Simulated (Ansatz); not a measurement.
**BF2H3NO with multiplicity 2: two geometries relaxed, part 1 of 2**

Aim: relax the geometries before and after the reaction (atom abstraction by a radical), and see whether they are two minima and how far apart in energy. Meant to form: F2–O7; to break: B1–F2. The start is a guess near the saddle point, from which both ends are pulled out.

Method: UKS B3LYP-D4/6-31G*, in Ansatz 0.2.0.

## (1) The system as given

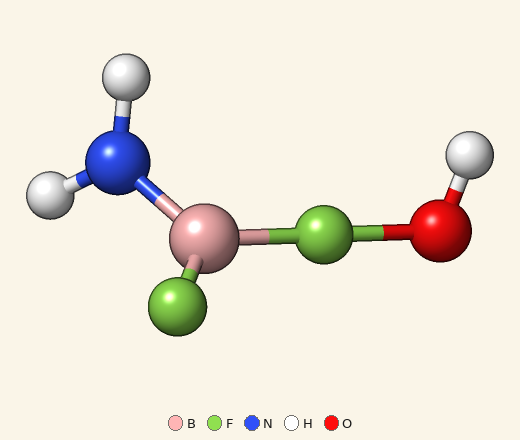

Start, viewed from a chosen angle; boron pink, fluorine green, nitrogen blue, hydrogen white, oxygen red.

Structure file:

```xyz
8

B     0.0000    0.0000    0.0000
F     0.0000    0.0000    1.5700
F     1.1431    0.0000   -0.6600
N    -1.3423    0.0000   -0.7750
H    -2.0112   -0.8164   -0.6764
H    -1.5914    0.8164   -1.4036
O     0.0000    0.0000    3.1000
H    -0.5144   -0.8011    3.4371
```

## (2) A restrained relaxation towards end A

Springs on the bonds that form and break draw the guess towards this end; the thresholds are loose.

Input file input.yaml:

```yaml
crystal:
  periodic: [false, false, false]
  atoms:
    - { symbol: B, position_ang: [0.0, 0.0, 0.0] }
    - { symbol: F, position_ang: [0.0, 0.0, 1.57] }
    - { symbol: F, position_ang: [1.1431, 0.0, -0.66] }
    - { symbol: "N", position_ang: [-1.3423, 0.0, -0.775] }
    - { symbol: H, position_ang: [-2.0112, -0.8164, -0.6764] }
    - { symbol: H, position_ang: [-1.5914, 0.8164, -1.4036] }
    - { symbol: O, position_ang: [0.0, 0.0, 3.1] }
    - { symbol: H, position_ang: [-0.5144, -0.8011, 3.4371] }
magnetization:
  spin_polarized: true
  initial_magnetization: 1
basis:
  gaussian: { orbitals: "6-31G*" }
hamiltonian:
  xc: b3lyp
  dispersion: d4
relax:
  f_tol: 0.15
  max_steps: 25
  restrain:
    - { distance: [1, 6], at: 2.43, k: 30.0 }
    - { distance: [0, 1], at: 1.32, k: 30.0 }
output:
  orbitals: {}
```

On the command line:

```bash
ansatz run input.yaml --threads 2 --pin off --max-ram 3072MiB --backend cpu --events-out ev --progress --plain --runs-dir out
```

Standard output (excerpt; [...] marks lines left out):

```text
Warning: RAYON_NUM_THREADS=2 ignored (pool sized by the plan → 2); use --threads N
[...]
Functional definition: B3LYP
[...]
833 factors; integrals over basis functions are off by at most 4.3e-4 eV
[...]
mean field -9693.03249919 eV, -356.2123741719 hartree, gradient 4.5e-5 eV, S^2 0.753393; 0 other end points of the search recorded, 0 dependent functions left out
[...]
reference -9693.03267760 eV, -356.2123807284 hartree; 21, 20 occupied and 60, 61 virtual orbitals, 833 factors
relax step   1: F+E_penalty+E_count = -9693.18120931 eV  Δ(F+E_penalty+E_count) = +0.000e0 eV  max|allowed force component| = 1.368e1 eV/Å  E_restraint = 13.08750000 eV  max|allowed force component, restraints' pulls added| = 4.818e1 eV/Å  Δτ_max = 0.0000 Å  (31 SCF iters, accepted)
[...]
relax step   4: F+E_penalty+E_count = -9697.25953715 eV  Δ(F+E_penalty+E_count) = -4.053e-1 eV  max|allowed force component| = 8.005e-1 eV/Å  E_restraint = 0.00254052 eV  max|allowed force component, restraints' pulls added| = 8.005e-1 eV/Å  Δτ_max = 0.1928 Å  (90 SCF iters, accepted)
[...]
relax step   7: F+E_penalty+E_count = -9697.73699208 eV  Δ(F+E_penalty+E_count) = -3.510e-2 eV  max|allowed force component| = 3.040e-1 eV/Å  E_restraint = 0.00703991 eV  max|allowed force component, restraints' pulls added| = 2.873e-1 eV/Å  Δτ_max = 0.1815 Å  (90 SCF iters, accepted)
[...]
relax step  10: F+E_penalty+E_count = -9697.75495681 eV  Δ(F+E_penalty+E_count) = -1.016e-2 eV  max|allowed force component| = 3.494e-1 eV/Å  E_restraint = 0.00433134 eV  max|allowed force component, restraints' pulls added| = 7.908e-2 eV/Å  Δτ_max = 0.0948 Å  (90 SCF iters, accepted)
[...]
relax step  11: F+E_penalty+E_count = -9697.76287798 eV  Δ(F+E_penalty+E_count) = -7.921e-3 eV  max|allowed force component| = 4.291e-1 eV/Å  E_restraint = 0.00556750 eV  max|allowed force component, restraints' pulls added| = 4.585e-1 eV/Å  Δτ_max = 0.0982 Å  (88 SCF iters, accepted)
[...]
relax step  12: F+E_penalty+E_count = -9697.77061632 eV  Δ(F+E_penalty+E_count) = -7.738e-3 eV  max|allowed force component| = 8.709e-1 eV/Å  E_restraint = 0.01251066 eV  max|allowed force component, restraints' pulls added| = 1.045e0 eV/Å  Δτ_max = 0.1476 Å  (90 SCF iters, accepted)
```

## (3) The output, continued: pulled along the bonds that form and break, towards end A

The log, continued:

```text
  distance F 1 - O 6 = 2.4517 Å
  distance B 0 - F 1 = 1.3391 Å
these checks for a lower state are left out or cut short: starts, cluster_reference, orbital_swaps, neighbouring_geometries, increment
833 factors; integrals over basis functions are off by at most 4.4e-4 eV
mean field evaluation 192: about -9697.6263 eV, gradient 5.4e-4 eV
mean field -9697.62630193 eV, -356.3811933088 hartree, gradient 3.3e-7 eV, S^2 0.752052; 0 other end points of the search recorded, 0 dependent functions left out
the calculation of the forces begins
reference -9697.62648105 eV, -356.3811998914 hartree; 21, 20 occupied and 60, 61 virtual orbitals, 833 factors
relax step  13: F+E_penalty+E_count = -9697.77736182 eV  Δ(F+E_penalty+E_count) = -6.745e-3 eV  max|allowed force component| = 7.070e-1 eV/Å  E_restraint = 0.00956324 eV  max|allowed force component, restraints' pulls added| = 8.410e-1 eV/Å  Δτ_max = 0.0445 Å  (90 SCF iters, accepted)
  distance F 1 - O 6 = 2.4481 Å
  distance B 0 - F 1 = 1.3376 Å
these checks for a lower state are left out or cut short: starts, cluster_reference, orbital_swaps, neighbouring_geometries, increment
833 factors; integrals over basis functions are off by at most 4.2e-4 eV
mean field -9697.63696933 eV, -356.3815853285 hartree, gradient 3.1e-7 eV, S^2 0.751973; 0 other end points of the search recorded, 0 dependent functions left out
the calculation of the forces begins
reference -9697.63714716 eV, -356.3815918637 hartree; 21, 20 occupied and 60, 61 virtual orbitals, 833 factors
relax step  14: F+E_penalty+E_count = -9697.79226722 eV  Δ(F+E_penalty+E_count) = -1.491e-2 eV  max|allowed force component| = 3.544e-1 eV/Å  E_restraint = 0.00613570 eV  max|allowed force component, restraints' pulls added| = 1.854e-1 eV/Å  Δτ_max = 0.1368 Å  (88 SCF iters, accepted)
  distance F 1 - O 6 = 2.4425 Å
  distance B 0 - F 1 = 1.3359 Å
these checks for a lower state are left out or cut short: starts, cluster_reference, orbital_swaps, neighbouring_geometries, increment
833 factors; integrals over basis functions are off by at most 4.2e-4 eV
mean field evaluation 224: about -9697.6472 eV, gradient 2.4e-5 eV
mean field -9697.64723426 eV, -356.3819625578 hartree, gradient 5.1e-7 eV, S^2 0.752013; 0 other end points of the search recorded, 0 dependent functions left out
the calculation of the forces begins
reference -9697.64741109 eV, -356.3819690562 hartree; 21, 20 occupied and 60, 61 virtual orbitals, 833 factors
relax step  15: F+E_penalty+E_count = -9697.80624266 eV  Δ(F+E_penalty+E_count) = -1.398e-2 eV  max|allowed force component| = 4.109e-1 eV/Å  E_restraint = 0.00806028 eV  max|allowed force component, restraints' pulls added| = 4.003e-1 eV/Å  Δτ_max = 0.1544 Å  (92 SCF iters, accepted)
  distance F 1 - O 6 = 2.4468 Å
  distance B 0 - F 1 = 1.3360 Å
these checks for a lower state are left out or cut short: starts, cluster_reference, orbital_swaps, neighbouring_geometries, increment
833 factors; integrals over basis functions are off by at most 4.4e-4 eV
mean field -9697.61098830 eV, -356.3806305431 hartree, gradient 7.7e-6 eV, S^2 0.752255; 0 other end points of the search recorded, 0 dependent functions left out
the calculation of the forces begins
reference -9697.61116272 eV, -356.3806369531 hartree; 21, 20 occupied and 60, 61 virtual orbitals, 833 factors
relax step  16: F+E_penalty+E_count = -9697.77402944 eV  Δ(F+E_penalty+E_count) = +3.221e-2 eV  max|allowed force component| = 1.435e0 eV/Å  E_restraint = 0.00815627 eV  max|allowed force component, restraints' pulls added| = 1.584e0 eV/Å  Δτ_max = 0.1998 Å  (57 SCF iters, rejected (line search))
  distance F 1 - O 6 = 2.4464 Å
  distance B 0 - F 1 = 1.3366 Å
these checks for a lower state are left out or cut short: starts, cluster_reference, orbital_swaps, neighbouring_geometries, increment
833 factors; integrals over basis functions are off by at most 4.1e-4 eV
mean field evaluation 256: about -9697.6532 eV, gradient 2.4e-5 eV
mean field -9697.65322551 eV, -356.3821827322 hartree, gradient 2.0e-7 eV, S^2 0.752025; 0 other end points of the search recorded, 0 dependent functions left out
the calculation of the forces begins
reference -9697.65340116 eV, -356.3821891870 hartree; 21, 20 occupied and 60, 61 virtual orbitals, 833 factors
relax step  17: F+E_penalty+E_count = -9697.81549261 eV  Δ(F+E_penalty+E_count) = -9.250e-3 eV  max|allowed force component| = 4.151e-1 eV/Å  E_restraint = 0.00670868 eV  max|allowed force component, restraints' pulls added| = 3.150e-1 eV/Å  Δτ_max = 0.0999 Å  (90 SCF iters, accepted)
  distance F 1 - O 6 = 2.4434 Å
  distance B 0 - F 1 = 1.3364 Å
these checks for a lower state are left out or cut short: starts, cluster_reference, orbital_swaps, neighbouring_geometries, increment
833 factors; integrals over basis functions are off by at most 4.1e-4 eV
mean field -9697.65812203 eV, -356.3823626758 hartree, gradient 4.5e-7 eV, S^2 0.752082; 0 other end points of the search recorded, 0 dependent functions left out
the calculation of the forces begins
reference -9697.65829685 eV, -356.3823691005 hartree; 21, 20 occupied and 60, 61 virtual orbitals, 833 factors
relax step  18: F+E_penalty+E_count = -9697.82270984 eV  Δ(F+E_penalty+E_count) = -7.217e-3 eV  max|allowed force component| = 4.517e-1 eV/Å  E_restraint = 0.00501392 eV  max|allowed force component, restraints' pulls added| = 4.517e-1 eV/Å  Δτ_max = 0.0969 Å  (89 SCF iters, accepted)
  distance F 1 - O 6 = 2.4370 Å
  distance B 0 - F 1 = 1.3369 Å
these checks for a lower state are left out or cut short: starts, cluster_reference, orbital_swaps, neighbouring_geometries, increment
833 factors; integrals over basis functions are off by at most 4.1e-4 eV
mean field evaluation 288: about -9697.6614 eV, gradient 4.3e-5 eV
mean field -9697.66144744 eV, -356.3824848823 hartree, gradient 2.5e-7 eV, S^2 0.752083; 0 other end points of the search recorded, 0 dependent functions left out
the calculation of the forces begins
reference -9697.66162182 eV, -356.3824912909 hartree; 21, 20 occupied and 60, 61 virtual orbitals, 833 factors
relax step  19: F+E_penalty+E_count = -9697.82747317 eV  Δ(F+E_penalty+E_count) = -4.763e-3 eV  max|allowed force component| = 4.306e-1 eV/Å  E_restraint = 0.00460395 eV  max|allowed force component, restraints' pulls added| = 3.493e-1 eV/Å  Δτ_max = 0.0400 Å  (93 SCF iters, accepted)
  distance F 1 - O 6 = 2.4364 Å
  distance B 0 - F 1 = 1.3363 Å
these checks for a lower state are left out or cut short: starts, cluster_reference, orbital_swaps, neighbouring_geometries, increment
833 factors; integrals over basis functions are off by at most 3.9e-4 eV
mean field -9697.66737511 eV, -356.3827027203 hartree, gradient 6.7e-6 eV, S^2 0.752168; 0 other end points of the search recorded, 0 dependent functions left out
the calculation of the forces begins
reference -9697.66754738 eV, -356.3827090511 hartree; 21, 20 occupied and 60, 61 virtual orbitals, 833 factors
relax step  20: F+E_penalty+E_count = -9697.84031528 eV  Δ(F+E_penalty+E_count) = -1.284e-2 eV  max|allowed force component| = 4.008e-1 eV/Å  E_restraint = 0.01445727 eV  max|allowed force component, restraints' pulls added| = 6.961e-1 eV/Å  Δτ_max = 0.1922 Å  (56 SCF iters, accepted)
  distance F 1 - O 6 = 2.4504 Å
  distance B 0 - F 1 = 1.3434 Å
these checks for a lower state are left out or cut short: starts, cluster_reference, orbital_swaps, neighbouring_geometries, increment
833 factors; integrals over basis functions are off by at most 3.8e-4 eV
mean field evaluation 320: about -9697.6686 eV, gradient 1.2e-5 eV
mean field -9697.66857380 eV, -356.3827467714 hartree, gradient 9.1e-6 eV, S^2 0.752148; 0 other end points of the search recorded, 0 dependent functions left out
the calculation of the forces begins
reference -9697.66874680 eV, -356.3827531290 hartree; 21, 20 occupied and 60, 61 virtual orbitals, 833 factors
relax step  21: F+E_penalty+E_count = -9697.84051133 eV  Δ(F+E_penalty+E_count) = -1.960e-4 eV  max|allowed force component| = 4.645e-1 eV/Å  E_restraint = 0.00457197 eV  max|allowed force component, restraints' pulls added| = 1.317e-1 eV/Å  Δτ_max = 0.0773 Å  (51 SCF iters, accepted)
  distance F 1 - O 6 = 2.4380 Å
  distance B 0 - F 1 = 1.3355 Å
833 factors; integrals over basis functions are off by at most 3.8e-4 eV
mean field evaluation 352: about -9697.6686 eV, gradient 7.3e-5 eV
mean field -9697.66857380 eV, -356.3827467714 hartree, gradient 9.1e-6 eV, S^2 0.752148; 3 other end points of the search recorded, 0 dependent functions left out
the calculation of the forces begins
reference -9697.66874680 eV, -356.3827531290 hartree; 21, 20 occupied and 60, 61 virtual orbitals, 833 factors
Total energy: -9697.84068433 eV, -356.3890717166 hartree
Atom 0 at    -0.012118    -0.262250     0.105378 Å, force    -0.145392     0.340256    -0.414143 eV/Å
Atom 1 at     0.158112    -1.311110     0.914439 Å, force     0.137107    -0.464549     0.184228 eV/Å
Atom 2 at     1.067459     0.458468    -0.206689 Å, force     0.001455     0.009893     0.048529 eV/Å
Atom 3 at    -1.258880    -0.004151    -0.479848 Å, force     0.058859    -0.028226     0.064112 eV/Å
Atom 4 at    -2.094440    -0.478788    -0.171725 Å, force     0.007071     0.015846    -0.012447 eV/Å
Atom 5 at    -1.426335     0.821757    -1.033930 Å, force    -0.001397     0.003031     0.000069 eV/Å
Atom 6 at    -0.731821     0.267214     2.545558 Å, force    -0.059915     0.127738     0.130566 eV/Å
Atom 7 at    -0.018176    -0.292239     2.918916 Å, force     0.002211    -0.003989    -0.000913 eV/Å
Dipole moment:    -0.245993    -0.027750    -0.005830 e Å
```

It took 1.7 min on 2 threads of Arm Neoverse V2, shared host; peak memory 0.22 GiB.

Step by step:

```csv
step,energy from step 1 (eV),largest force component (eV/Å)
1,0.0000,13.6786
2,-3.0505,4.7739
3,-3.6730,2.9497
4,-4.0783,0.8005
5,-4.3734,0.6013
6,-4.5207,0.3452
7,-4.5558,0.3040
8,-4.5636,0.3801
9x,-4.4829,2.4844
10,-4.5737,0.3494
11,-4.5817,0.4291
12,-4.5894,0.8709
13,-4.5962,0.7070
14,-4.6111,0.3544
15,-4.6250,0.4109
16x,-4.5928,1.4347
17,-4.6343,0.4151
18,-4.6415,0.4517
19,-4.6463,0.4306
20,-4.6591,0.4008
21,-4.6593,0.4645
```

Step 1 is the start. 2 steps were tried and not accepted (9, 16; marked x where the table lists them). Energies and forces in the table leave out the springs, which the log lists apart; the run stops on the force with the springs' pull added.

After: Bond lengths: B1–F2 1.336 Å, B1–F3 1.335 Å, B1–N4 1.401 Å, N4–H5 1.009 Å, N4–H6 1.009 Å, O7–H8 0.981 Å. Angles: F2–B1–F3 117.5°, F2–B1–N4 120.7°, F3–B1–N4 121.5°, B1–N4–H5 121.5°, B1–N4–H6 121.9°, H5–N4–H6 114.5°.

## (4) End point A

It starts where the restrained run ended.

Input file input.yaml:

```yaml
crystal:
  periodic: [false, false, false]
  atoms:
    - { symbol: B, position_ang: [-0.012118, -0.26225, 0.105378] }
    - { symbol: F, position_ang: [0.158112, -1.31111, 0.914439] }
    - { symbol: F, position_ang: [1.067459, 0.458468, -0.206689] }
    - { symbol: "N", position_ang: [-1.25888, -0.004151, -0.479848] }
    - { symbol: H, position_ang: [-2.09444, -0.478788, -0.171725] }
    - { symbol: H, position_ang: [-1.426335, 0.821757, -1.03393] }
    - { symbol: O, position_ang: [-0.731821, 0.267214, 2.545558] }
    - { symbol: H, position_ang: [-0.018176, -0.292239, 2.918916] }
magnetization:
  spin_polarized: true
  initial_magnetization: 1
basis:
  gaussian: { orbitals: "6-31G*" }
hamiltonian:
  xc: b3lyp
  dispersion: d4
relax:
  f_tol: 0.03
  max_steps: 50
```

On the command line:

```bash
ansatz run input.yaml --threads 2 --pin off --max-ram 3072MiB --backend cpu --events-out ev --progress --plain --runs-dir out
```

Standard output (excerpt; [...] marks lines left out):

```text
Warning: RAYON_NUM_THREADS=2 ignored (pool sized by the plan → 2); use --threads N
[...]
[... 1 set-up line as earlier in the session ...]
[...]
829 factors; integrals over basis functions are off by at most 3.8e-4 eV
[...]
mean field -9697.66857857 eV, -356.3827469465 hartree, gradient 2.8e-7 eV, S^2 0.752148; 2 other end points of the search recorded, 0 dependent functions left out
[...]
reference -9697.66875161 eV, -356.3827533058 hartree; 21, 20 occupied and 60, 61 virtual orbitals, 829 factors
relax step   1: F+E_penalty+E_count = -9697.84051610 eV  Δ(F+E_penalty+E_count) = +0.000e0 eV  max|allowed force component| = 4.645e-1 eV/Å  Δτ_max = 0.0000 Å  (110 SCF iters, accepted)
[...]
relax step   5: F+E_penalty+E_count = -9697.87507426 eV  Δ(F+E_penalty+E_count) = -1.661e-2 eV  max|allowed force component| = 3.542e-1 eV/Å  Δτ_max = 0.0823 Å  (95 SCF iters, accepted)
[...]
reference -9697.74771536 eV, -356.3856551701 hartree; 21, 20 occupied and 60, 61 virtual orbitals, 829 factors
Total energy: -9697.90688921 eV, -356.3915047009 hartree
Atom 0 at    -0.046962    -0.251844     0.097097 Å, force    -0.007099    -0.007942    -0.007212 eV/Å
Atom 1 at     0.103780    -1.306895     0.927869 Å, force    -0.001826     0.004598    -0.007933 eV/Å
Atom 2 at     1.021126     0.514231    -0.111822 Å, force    -0.010925    -0.001221     0.003274 eV/Å
Atom 3 at    -1.267523    -0.020118    -0.536800 Å, force     0.002034     0.003937     0.011311 eV/Å
Atom 4 at    -2.089339    -0.577455    -0.358631 Å, force     0.014886     0.003990    -0.001770 eV/Å
Atom 5 at    -1.421088     0.781611    -1.129578 Å, force     0.002293    -0.005665    -0.000395 eV/Å
Atom 6 at    -0.463367     0.458634     3.035209 Å, force    -0.006392     0.025771     0.010272 eV/Å
Atom 7 at    -0.152826    -0.399263     2.668755 Å, force     0.007029    -0.023468    -0.007547 eV/Å
Dipole moment:    -0.386100    -0.173498    -0.410394 e Å
```

Wall time 98 s (2 threads of Arm Neoverse V2, shared host); peak memory 0.21 GiB.

Relaxation path:

```csv
step,energy from step 1 (eV),largest force component (eV/Å)
1,0.0000,0.4645
2,-0.0174,0.2583
3,-0.0179,0.6767
4x,0.0236,1.9707
5,-0.0346,0.3542
6,-0.0428,0.5211
7,-0.0480,0.3300
8,-0.0561,0.3630
9,-0.0606,0.1140
10,-0.0620,0.1312
11x,-0.0615,0.2454
12,-0.0636,0.0247
13,-0.0641,0.2551
14,-0.0656,0.0547
15,-0.0660,0.0592
16,-0.0662,0.0258
```

Step 1 is the start. 2 steps were tried and not accepted (4, 11; marked x where the table lists them).

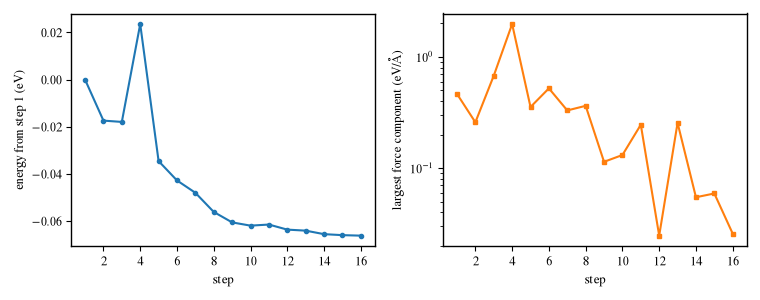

Energy and largest force along the relaxation.

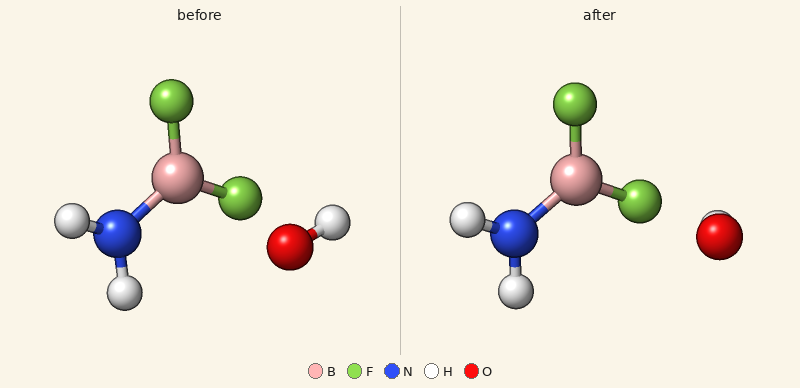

Before and after, at one scale.

After: Bond lengths: B1–F2 1.351 Å, B1–F3 1.331 Å, B1–N4 1.395 Å, N4–H5 1.009 Å, N4–H6 1.009 Å, O7–H8 0.983 Å. Angles: F2–B1–F3 117.2°, F2–B1–N4 120.4°, F3–B1–N4 122.4°, B1–N4–H5 122.7°, B1–N4–H6 122.2°, H5–N4–H6 114.8°.

(Continued in part 2 of 2.)
